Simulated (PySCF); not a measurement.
**CH9ClOSi3: a tour of settings**

Which settings matter for CH9ClOSi3 (`[SiH3]O[Si@@H]([SiH3])CCl`)?

Computed with PySCF 2.14.0, with density-fitted response routines of our own, on a single molecule, in the gas phase or a continuum. Atoms are numbered from 0 throughout.

**1. The starting structure**

15 atoms, charge 0, multiplicity 1; geometry from: GFN2-xTB.

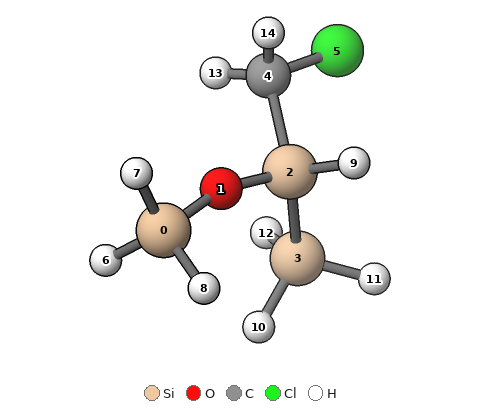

As it starts; silicon light orange, oxygen red, carbon grey, chlorine green, hydrogen white, atoms numbered.

**2. Excited states and response: X3LYP/pcseg-1**

Job settings and geometry (Å):

```
{"job": {"kind": "uv", "xc": "X3LYP", "basis": "pcseg-1", "nstates": 3, "ntriplets": 2, "tda": true}, "charge": 0, "multiplicity": 1}
Si     2.698904    -0.149925    -0.151612
O      1.130202    -0.332373     0.215203
Si    -0.407097    -0.026284     0.646564
Si    -1.276462     1.756048    -0.533178
C     -1.321308    -1.662601     0.239096
Cl    -3.057680    -1.458819     0.592662
H      2.758552     0.143436    -1.581957
H      3.322070    -1.424932     0.190291
H      3.212867     0.956801     0.652413
H     -0.376830     0.070673     2.112689
H     -0.234453     2.617892    -1.107308
H     -2.091360     2.616424     0.330469
H     -2.133112     1.347599    -1.653010
H     -1.249438    -1.940866    -0.810951
H     -0.979269    -2.505084     0.836716
```

With the program's defaults for keys left out, this is: TDA X3LYP/pcseg-1, vertical, gas phase, core orbitals frozen in the response.

Started as:

```
$ OMP_NUM_THREADS=1 python probes_run.py task.json out
```

The driver reads the jobs from task.json and runs them one after another.

Standard output:

```text
coarse grid: 14248 points
cycle   1  E = -1447.1135978406  dE =  3.323e-01  |g| = 7.500e-01  |ddm| = 3.918e+00
cycle   2  E = -1446.8707644540  dE =  2.428e-01  |g| = 1.348e+00  |ddm| = 1.930e+00
cycle   3  E = -1447.2188371803  dE = -3.481e-01  |g| = 9.090e-02  |ddm| = 1.414e+00
cycle   4  E = -1447.2208363930  dE = -1.999e-03  |g| = 3.359e-02  |ddm| = 1.882e-01
cycle   5  E = -1447.2212035930  dE = -3.672e-04  |g| = 5.346e-03  |ddm| = 6.042e-02
cycle   6  E = -1447.2212118490  dE = -8.256e-06  |g| = 7.540e-04  |ddm| = 8.384e-03
final grid: 118288 points
cycle   7  E = -1447.2608519874  dE = -8.833e-06  |g| = 3.723e-03  |ddm| = 1.492e-02
cycle   8  E = -1447.2608483781  dE =  3.609e-06  |g| = 5.588e-03  |ddm| = 8.219e-03
cycle   9  E = -1447.2608553249  dE = -6.947e-06  |g| = 4.855e-04  |ddm| = 4.920e-03
cycle  10  E = -1447.2608553850  dE = -6.015e-08  |g| = 1.354e-04  |ddm| = 7.796e-04
cycle  11  E = -1447.2608553890  dE = -4.006e-09  |g| = 3.857e-05  |ddm| = 1.712e-04
cycle  12  E = -1447.2608553894  dE = -3.658e-10  |g| = 6.482e-06  |ddm| = 4.431e-05
converged SCF energy = -1447.2608553894

Static polarisability (au): isotropic 92.911, principal 79.380 96.087 103.267

Singlet excitations
state   eV       nm        f      main configurations
  1   6.0510    204.9   0.00145   H->L 0.96
  2   6.3822    194.3   0.01158   H-1->L 0.96
  3   6.6278    187.1   0.04563   H->L+1 0.97

Triplet excitations (Tamm-Dancoff, eV): 5.6511 5.9735
```

It took 16 s on 1 thread of Arm Neoverse V2, shared host.

Frontier orbitals and where they lie:

```csv
orbital,eV,atoms
HOMO−3,-8.91,"O1 32 %, Cl5 22 %, H8 16 %"
HOMO−2,-8.31,"Cl5 85 %, C4 5 %, H13 4 %"
HOMO−1,-8.12,"O1 24 %, Si3 18 %, Si2 17 %"
HOMO,-7.71,"Cl5 40 %, C4 18 %, Si2 14 %"
LUMO,-0.66,"Si2 33 %, Si0 27 %, Si3 14 %"
LUMO+1,-0.20,"Si2 33 %, Si3 31 %, H12 10 %"
LUMO+2,0.37,"Si0 50 %, Si3 16 %, Si2 13 %"
```

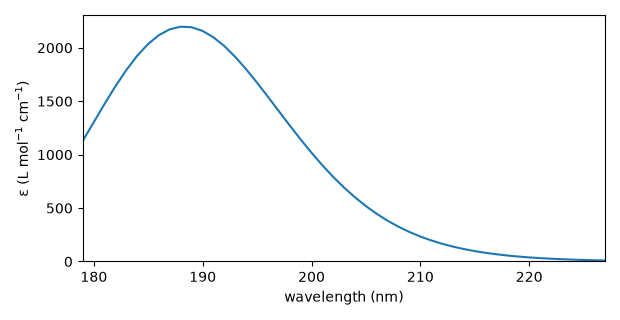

Absorption spectrum: each of the 3 states is a Gaussian band of 0.4 eV half-width at 1/e. Beyond the last state computed it falls off for lack of states.

Further results of this job:

```csv
property,computed
dipole moment (D),2.29
polarisability (Å³),13.77
HOMO–LUMO gap (eV),7.05
−ε(HOMO) (eV),7.71
```

**3. Nuclear shieldings: LC-wPBE/pcSseg-1**

The job, as its differences from that of step 2:

```diff
@@ -1,2 +1,2 @@
-{"job": {"kind": "uv", "xc": "X3LYP", "basis": "pcseg-1", "nstates": 3, "ntriplets": 2, "tda": true}, "charge": 0, "multiplicity": 1}
+{"job": {"kind": "nmr", "xc": "LC-wPBE", "basis": "pcSseg-1", "pop": true}, "charge": 0, "multiplicity": 1}
 Si     2.698904    -0.149925    -0.151612
```

Level: GIAO LC-wPBE/pcSseg-1 NMR shielding, non-relativistic, gas phase.

Standard output:

```text
coarse grid: 14248 points
cycle   1  E = -1446.7639217373  dE =  3.601e-01  |g| = 8.011e-01  |ddm| = 3.409e+00
cycle   2  E = -1446.7576921422  dE =  6.230e-03  |g| = 8.987e-01  |ddm| = 1.110e+00
cycle   3  E = -1446.8928787524  dE = -1.352e-01  |g| = 6.608e-02  |ddm| = 5.923e-01
cycle   4  E = -1446.8940296544  dE = -1.151e-03  |g| = 3.018e-02  |ddm| = 1.135e-01
cycle   5  E = -1446.8942443925  dE = -2.147e-04  |g| = 6.960e-03  |ddm| = 3.844e-02
cycle   6  E = -1446.8942590830  dE = -1.469e-05  |g| = 1.967e-03  |ddm| = 1.275e-02
cycle   7  E = -1446.8942606361  dE = -1.553e-06  |g| = 5.266e-04  |ddm| = 4.336e-03
final grid: 118288 points
cycle   8  E = -1446.9633859119  dE = -4.746e-05  |g| = 6.812e-03  |ddm| = 2.370e-02
cycle   9  E = -1446.9633881649  dE = -2.253e-06  |g| = 4.122e-03  |ddm| = 5.302e-03
cycle  10  E = -1446.9633905192  dE = -2.354e-06  |g| = 1.074e-03  |ddm| = 2.847e-03
cycle  11  E = -1446.9633907230  dE = -2.039e-07  |g| = 1.624e-04  |ddm| = 7.483e-04
cycle  12  E = -1446.9633907433  dE = -2.028e-08  |g| = 8.457e-05  |ddm| = 3.372e-04
cycle  13  E = -1446.9633907455  dE = -2.173e-09  |g| = 1.373e-05  |ddm| = 1.482e-04
cycle  14  E = -1446.9633907456  dE = -1.444e-10  |g| = 3.439e-06  |ddm| = 5.986e-05
converged SCF energy = -1446.9633907456

GIAO shielding tensors (ppm)
atom      isotropic    diamagn.    paramagn.     s11        s22        s33       span
  0 Si     392.814     880.056    -487.242    355.722    361.360    461.361    105.639
  1 O      329.559     400.060     -70.502    254.085    348.016    386.574    132.489
  2 Si     369.088     879.395    -510.307    318.784    371.177    417.304     98.520
  3 Si     470.620     880.262    -409.641    456.902    472.672    482.287     25.385
  4 C      160.353     254.212     -93.858    138.688    146.449    195.923     57.235
  5 Cl     992.901    1145.662    -152.762    901.356    962.604   1114.743    213.387
  6 H       26.840      30.008      -3.168     23.216     25.502     31.803      8.587
  7 H       26.888      29.138      -2.250     23.136     25.312     32.217      9.081
  8 H       26.846      29.362      -2.517     23.330     25.283     31.924      8.594
  9 H       26.557      29.421      -2.864     23.198     25.642     30.829      7.631
 10 H       28.369      29.836      -1.467     24.796     26.521     33.789      8.993
 11 H       28.388      28.685      -0.298     25.104     26.083     33.976      8.873
 12 H       28.303      29.266      -0.963     24.570     27.217     33.121      8.551
 13 H       28.870      31.633      -2.764     23.670     27.816     35.123     11.454
 14 H       28.570      30.248      -1.678     22.545     27.882     35.283     12.738
```

It took 42 s on 1 thread of Arm Neoverse V2, shared host; peak memory 0.89 GiB.

Shifts follow as δ = σ(reference) − σ, with reference shieldings (ppm) from runs at the same level and on the same kind of geometry: ¹H TMS 31.78, ¹³C TMS 191.0, ²⁹Si TMS 356.7, ¹⁷O H2O 340.2. The references are single molecules in the gas phase, so shifts against H2O, NH3, PH3, H3PO4 or CFCl3 are not on the usual liquid scales and can be off by tens of ppm. Atoms listed in one row are averaged.

```csv
atoms,environment,σ (ppm),δ (ppm)
C4,sp3 CH2 bonded to Cl and Si,160.4,30.7
H9,"hydrogen on a silicon bonded to C, O, Si",26.56,5.22
"H6, H7, H8",hydrogen on a silicon bonded to O,26.86,4.92
"H10, H11, H12",hydrogen on a silicon bonded to Si,28.35,3.43
H14,hydrogen on an sp3 CH2 bonded to Cl and Si,28.57,3.21
H13,hydrogen on an sp3 CH2 bonded to Cl and Si,28.87,2.91
Si2,"silicon bonded to C, O, Si, H",369.1,-12.4
Si0,"silicon bonded to O, 3 H",392.8,-36.1
Si3,"silicon bonded to Si, 3 H",470.6,-113.9
O1,oxygen bonded to 2 Si,329.6,10.6
Cl5,chlorine bonded to C,993,–
```

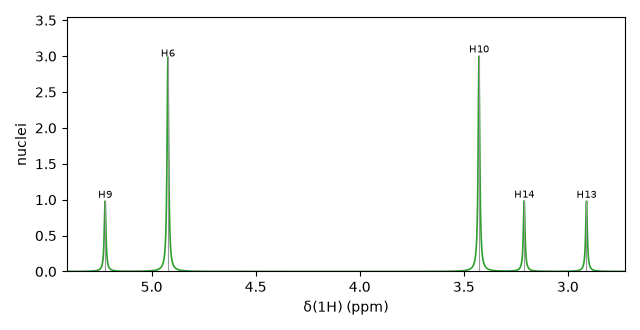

¹H lines at the computed shifts, without couplings. Lines are broadened to a width of 0.01 ppm (Lorentzian).

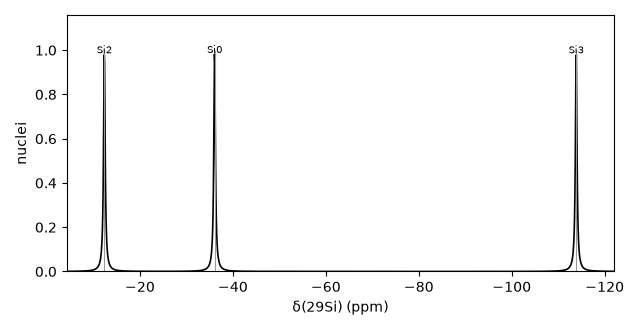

²⁹Si lines at the computed shifts, without couplings. Lines are broadened to a width of 0.41 ppm (Lorentzian).

Charges from the same density, by scheme (e):

```csv
atoms,Mulliken,IAO,Hirshfeld,ESP fit
Si0,0.78,0.91,0.40,0.61
O1,-0.71,-0.89,-0.31,-0.42
Si2,0.78,0.90,0.35,0.55
Si3,0.20,0.28,0.21,0.16
C4,-0.51,-0.54,-0.13,-0.54
Cl5,-0.18,-0.11,-0.08,-0.13
```

Hirshfeld charges:

Si0 0.40; O1 -0.31; Si2 0.35; Si3 0.21; C4 -0.13; Cl5 -0.08; H6 -0.08; H7 -0.08; H8 -0.08; H9 -0.08; H10 -0.07; H11 -0.07; H12 -0.07; H13 0.05; H14 0.05

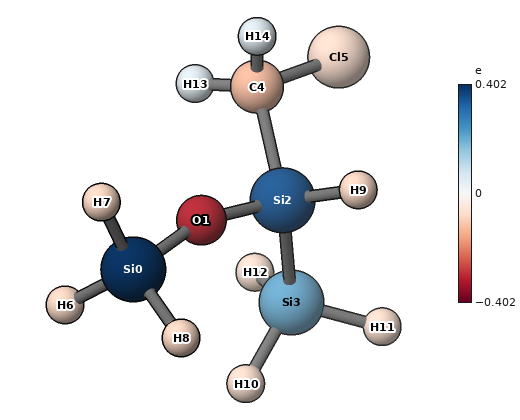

Hirshfeld charges, as colours on the atoms.

Mayer bond orders: Si0–O1 0.93, O1–Si2 0.93, Si2–Si3 0.91, Si2–C4 0.83, C4–Cl5 0.94.

**4. Shielding tensors: B97-2/6-31G**

The job, as its differences from that of step 3:

```diff
@@ -1,2 +1,2 @@
-{"job": {"kind": "nmr", "xc": "LC-wPBE", "basis": "pcSseg-1", "pop": true}, "charge": 0, "multiplicity": 1}
+{"job": {"kind": "nmr", "xc": "B97-2", "basis": "6-31G", "pop": false, "scf": {"aux": "def2-qzvpp-jkfit"}}, "charge": 0, "multiplicity": 1}
 Si     2.698904    -0.149925    -0.151612
```

Method: GIAO B97-2/6-31G NMR shielding, non-relativistic, gas phase.

Standard output:

```text
final grid: 118288 points
cycle   1  E = -1447.1465837427  dE =  4.945e-01  |g| = 7.927e-01  |ddm| = 3.525e+00
cycle   2  E = -1446.8366142514  dE =  3.100e-01  |g| = 1.463e+00  |ddm| = 2.365e+00
cycle   3  E = -1447.2699632293  dE = -4.333e-01  |g| = 9.908e-02  |ddm| = 1.808e+00
cycle   4  E = -1447.2727236415  dE = -2.760e-03  |g| = 3.795e-02  |ddm| = 2.449e-01
cycle   5  E = -1447.2732171777  dE = -4.935e-04  |g| = 5.697e-03  |ddm| = 6.898e-02
cycle   6  E = -1447.2732260863  dE = -8.909e-06  |g| = 2.016e-03  |ddm| = 8.960e-03
cycle   7  E = -1447.2732272260  dE = -1.140e-06  |g| = 4.229e-04  |ddm| = 2.946e-03
cycle   8  E = -1447.2732272844  dE = -5.845e-08  |g| = 4.284e-05  |ddm| = 6.550e-04
cycle   9  E = -1447.2732272850  dE = -5.793e-10  |g| = 1.222e-05  |ddm| = 9.710e-05
converged SCF energy = -1447.2732272850

GIAO shielding tensors (ppm)
atom      isotropic    diamagn.    paramagn.     s11        s22        s33       span
  0 Si     459.670     879.728    -420.058    420.453    424.117    534.440    113.986
  1 O      348.310     413.470     -65.160    224.803    385.993    434.136    209.333
  2 Si     433.199     877.807    -444.608    376.259    437.751    485.587    109.327
  3 Si     535.196     882.093    -346.897    521.583    539.314    544.690     23.107
  4 C      168.185     255.315     -87.130    142.744    156.843    204.969     62.225
  5 Cl     988.954    1144.597    -155.644    900.674    955.843   1110.344    209.670
  6 H       27.990      29.741      -1.752     23.215     26.824     33.930     10.716
  7 H       27.958      29.623      -1.665     22.973     26.580     34.319     11.346
  8 H       28.076      29.436      -1.361     23.432     26.641     34.154     10.722
  9 H       27.745      29.930      -2.185     23.261     26.664     33.309     10.049
 10 H       30.212      30.442      -0.231     26.494     28.198     35.943      9.449
 11 H       30.083      29.308       0.775     26.579     27.482     36.188      9.609
 12 H       29.973      29.824       0.149     26.174     28.470     35.273      9.099
 13 H       30.323      31.812      -1.489     24.837     29.724     36.408     11.571
 14 H       29.978      31.625      -1.648     23.596     29.682     36.654     13.058
```

It took 8.2 s on 1 thread of Arm Neoverse V2, shared host.

Key values: δ C4 32.6, Si2 6.7, Si0 -19.7, Si3 -95.2, H9 5.44, H6 5.18 ppm (means over like atoms).

**5. TDDFT and polarisability: LC-wPBE/def2-SVPD**

The job, as its differences from that of step 4:

```diff
@@ -1,2 +1,2 @@
-{"job": {"kind": "nmr", "xc": "B97-2", "basis": "6-31G", "pop": false, "scf": {"aux": "def2-qzvpp-jkfit"}}, "charge": 0, "multiplicity": 1}
+{"job": {"kind": "uv", "xc": "LC-wPBE", "basis": "def2-SVPD", "nstates": 6, "ntriplets": 2, "tda": true}, "charge": 0, "multiplicity": 1}
 Si     2.698904    -0.149925    -0.151612
```

Method: TDA LC-wPBE/def2-SVPD, vertical, gas phase, core orbitals frozen in the response.

Standard output:

```text
coarse grid: 14248 points
cycle   1  E = -1446.1657587110  dE =  3.329e-01  |g| = 7.454e-01  |ddm| = 4.659e+00
cycle   2  E = -1446.1595077561  dE =  6.251e-03  |g| = 8.403e-01  |ddm| = 1.641e+00
cycle   3  E = -1446.2885449012  dE = -1.290e-01  |g| = 6.383e-02  |ddm| = 7.275e-01
cycle   4  E = -1446.2897463213  dE = -1.201e-03  |g| = 2.777e-02  |ddm| = 2.064e-01
cycle   5  E = -1446.2899733529  dE = -2.270e-04  |g| = 7.495e-03  |ddm| = 7.028e-02
cycle   6  E = -1446.2899854078  dE = -1.205e-05  |g| = 1.493e-03  |ddm| = 2.304e-02
cycle   7  E = -1446.2899870955  dE = -1.688e-06  |g| = 4.272e-04  |ddm| = 7.308e-03
final grid: 118288 points
cycle   8  E = -1446.5263555632  dE = -2.585e-05  |g| = 3.335e-03  |ddm| = 7.165e-02
cycle   9  E = -1446.5263567243  dE = -1.161e-06  |g| = 2.815e-03  |ddm| = 9.090e-03
cycle  10  E = -1446.5263583793  dE = -1.655e-06  |g| = 4.212e-04  |ddm| = 3.487e-03
cycle  11  E = -1446.5263584179  dE = -3.854e-08  |g| = 1.784e-04  |ddm| = 1.080e-03
cycle  12  E = -1446.5263584238  dE = -5.979e-09  |g| = 5.817e-05  |ddm| = 4.016e-04
cycle  13  E = -1446.5263584252  dE = -1.394e-09  |g| = 1.047e-05  |ddm| = 1.716e-04
cycle  14  E = -1446.5263584253  dE = -8.617e-11  |g| = 2.915e-06  |ddm| = 4.944e-05
converged SCF energy = -1446.5263584253

Static polarisability (au): isotropic 106.527, principal 91.732 108.913 118.934

Singlet excitations
state   eV       nm        f      main configurations
  1   6.7659    183.2   0.01103   H->L 0.71
  2   7.0923    174.8   0.02278   H-1->L 0.65
  3   7.2643    170.7   0.05628   H->L+1 0.57, H-1->L+1 0.20
  4   7.5946    163.3   0.01299   H->L+5 0.23, H-1->L+1 0.11, H-1->L+5 0.08
  5   7.6714    161.6   0.00543   H-2->L+5 0.33, H-2->L 0.26
  6   7.8686    157.6   0.02283   H-1->L+1 0.32, H-3->L 0.23, H->L+1 0.16

Triplet excitations (Tamm-Dancoff, eV): 5.9206 6.1895
```

Run time: 47 s. Hardware: 1 thread of Arm Neoverse V2, shared host; peak memory 0.93 GiB.

This run: HOMO -10.58 eV, LUMO 1.42 eV; lowest singlet 6.77 eV.

**6. Excited states and response: PBE0/def2-SVPD in dimethylsulfoxide**

The job, as its differences from that of step 5:

```diff
@@ -1,2 +1,2 @@
-{"job": {"kind": "uv", "xc": "LC-wPBE", "basis": "def2-SVPD", "nstates": 6, "ntriplets": 2, "tda": true}, "charge": 0, "multiplicity": 1}
+{"job": {"kind": "uv", "xc": "PBE0", "basis": "def2-SVPD", "solvent": "dimethylsulfoxide", "nstates": 6, "ntriplets": 5, "tda": false, "scf": {"damp": 0.1}}, "charge": 0, "multiplicity": 1}
 Si     2.698904    -0.149925    -0.151612
```

Method: TDDFT PBE0/def2-SVPD, vertical, IEF-PCM dimethylsulfoxide (non-equilibrium linear response), core orbitals frozen in the response.

Standard output:

```text
damping 0.10 in the first 6 cycles
final grid: 118288 points
cycle   1  E = -1446.2456186520  dE =  2.958e-01  |g| = 7.199e-01  |ddm| = 5.012e+00
cycle   2  E = -1446.1379324892  dE =  1.077e-01  |g| = 1.031e+00  |ddm| = 1.994e+00
cycle   3  E = -1446.0193929930  dE =  1.185e-01  |g| = 1.321e+00  |ddm| = 2.280e+00
cycle   4  E = -1445.4177551436  dE =  6.016e-01  |g| = 2.078e+00  |ddm| = 3.299e+00
cycle   5  E = -1445.1036436478  dE =  3.141e-01  |g| = 2.489e+00  |ddm| = 3.878e+00
cycle   6  E = -1438.4119002964  dE =  6.692e+00  |g| = 3.886e+00  |ddm| = 2.264e+01
cycle   7  E = -1390.6300626767  dE =  4.778e+01  |g| = 1.395e+01  |ddm| = 3.845e+01
cycle   8  E = -1432.4476176124  dE = -4.182e+01  |g| = 6.587e+00  |ddm| = 3.178e+01
cycle   9  E = -1443.9185274527  dE = -1.147e+01  |g| = 3.270e+00  |ddm| = 6.610e+00
cycle  10  E = -1445.5319782283  dE = -1.613e+00  |g| = 1.789e+00  |ddm| = 3.719e+00
cycle  11  E = -1446.0628602322  dE = -5.309e-01  |g| = 1.127e+00  |ddm| = 3.481e+00
cycle  12  E = -1446.3282815310  dE = -2.654e-01  |g| = 2.644e-01  |ddm| = 1.757e+00
cycle  13  E = -1446.3359459101  dE = -7.664e-03  |g| = 1.883e-01  |ddm| = 7.607e-01
cycle  14  E = -1446.3448549901  dE = -8.909e-03  |g| = 1.849e-02  |ddm| = 2.617e-01
cycle  15  E = -1446.3449423022  dE = -8.731e-05  |g| = 3.849e-03  |ddm| = 3.465e-02
cycle  16  E = -1446.3449456863  dE = -3.384e-06  |g| = 5.177e-04  |ddm| = 8.263e-03
cycle  17  E = -1446.3449457577  dE = -7.145e-08  |g| = 1.557e-04  |ddm| = 2.007e-03
cycle  18  E = -1446.3449457650  dE = -7.291e-09  |g| = 2.947e-05  |ddm| = 5.337e-04
cycle  19  E = -1446.3449457653  dE = -2.683e-10  |g| = 1.219e-05  |ddm| = 1.003e-04
converged SCF energy = -1446.3449457653

Static polarisability (au): isotropic 148.752, principal 134.991 153.300 157.964

Singlet excitations
state   eV       nm        f      main configurations
  1   6.0621    204.5   0.00339   H->L 0.97
  2   6.3490    195.3   0.01975   H-1->L 0.97
  3   6.6363    186.8   0.05593   H->L+1 0.95
  4   6.9140    179.3   0.04705   H-1->L+1 0.90
  5   6.9732    177.8   0.01106   H-2->L 0.90
  6   7.0749    175.2   0.02804   H->L+3 0.51, H-3->L 0.22, H-1->L+3 0.09

Triplet excitations (Tamm-Dancoff, eV): 5.5346 5.9200 5.9273 6.4468 6.5669
```

Wall time 54 s (1 thread of Arm Neoverse V2, shared host); peak memory 1 GiB.

This run: HOMO -7.84 eV, LUMO -0.52 eV; lowest singlet 6.06 eV.

**7. Side by side: electronic excitations**

Excitations and ground-state properties, with basis size and wall time:

```csv
run,lowest singlet (eV),brightest (eV),f,gap (eV),α (Å³),μ (D),functions,time
X3LYP/pcseg-1,6.05,6.63,0.046,7.05,13.77,2.29,145,16 s
LC-wPBE/def2-SVPD,6.77,7.26,0.056,12.00,15.79,2.03,214,47 s
PBE0/def2-SVPD in dimethylsulfoxide,6.06,6.64,0.056,7.32,22.04,2.67,214,54 s
```

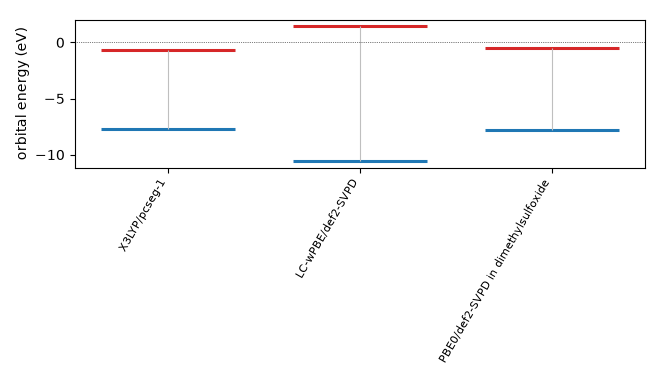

HOMO (blue) and LUMO (red) run by run.

**8. Run by run: NMR shifts**

Shifts (ppm) of some atoms, chosen among heavy atoms and hydrogens apart, means over like atoms, with basis size and wall time:

```csv
run,C4,H6,H10,Si2,Si0,Si3,O1,functions,time
LC-wPBE/pcSseg-1,30.7,4.92,3.43,-12.4,-36.1,-113.9,10.6,175,42 s
B97-2/6-31G,32.6,5.18,3.09,6.7,-19.7,-95.2,-30.0,88,8.2 s
```

**9. What came out**

| quantity | value |
| --- | --- |
| lowest singlet (X3LYP/pcseg-1) | 6.05 eV (205 nm), f = 0.001 |
| brightest single state of those computed | state 3, 6.63 eV, f = 0.046 |
| lowest triplet | 5.65 eV |
| ¹³C shifts against TMS (LC-wPBE/pcSseg-1) | 30.7 ppm |
| ¹H shifts against TMS (LC-wPBE/pcSseg-1, means over atoms taken as alike) | 5.22, 4.92, 3.43, 3.21, 2.91 ppm |
| ²⁹Si shifts against TMS (LC-wPBE/pcSseg-1) | -12.4, -36.1, -113.9 ppm |
| ¹⁷O shifts against H2O (LC-wPBE/pcSseg-1) | 10.6 ppm |
| shieldings of Cl (LC-wPBE/pcSseg-1) | Cl5 992.9 ppm |
| range of the lowest singlet | 6.05 to 6.77 eV |
| range of the shift of O1 | -30.0 to 10.6 ppm |

Single values in the summary come from the first sound run of each kind (X3LYP/pcseg-1; LC-wPBE/pcSseg-1), which need not be the best level. The lowest singlet, at 6.05 eV, is HOMO→LUMO 0.96 and is weak; of the 3 states computed, the strongest absorption comes from state 3 at 6.63 eV (the last computed, so partners may be missing). The lowest triplet lies 0.40 eV below the lowest singlet. The basis of X3LYP/pcseg-1 has no diffuse functions, so Rydberg states are missing and the high states are unreliable. At LC-wPBE/pcSseg-1: The widest tensor belongs to Cl5: span 213 ppm, with a paramagnetic part of -153 ppm. The lowest singlet runs from 6.05 eV (X3LYP/pcseg-1) to 6.77 eV (LC-wPBE/def2-SVPD), while the orbital gap spans 7.05 to 12.00 eV. Some runs use the Tamm-Dancoff approximation and others full TDDFT, which shifts states apart from functional and basis. The lowest state need not be the same one in every run. The runs solved for a few states only, so the brightest column depends on that window. Among the atoms with a shift in every run: In ppm, O1 moves most: its shift spreads over 40.6 ppm, from -30.0 (B97-2/6-31G) to 10.6 (LC-wPBE/pcSseg-1). Part of that comes from the computed reference.
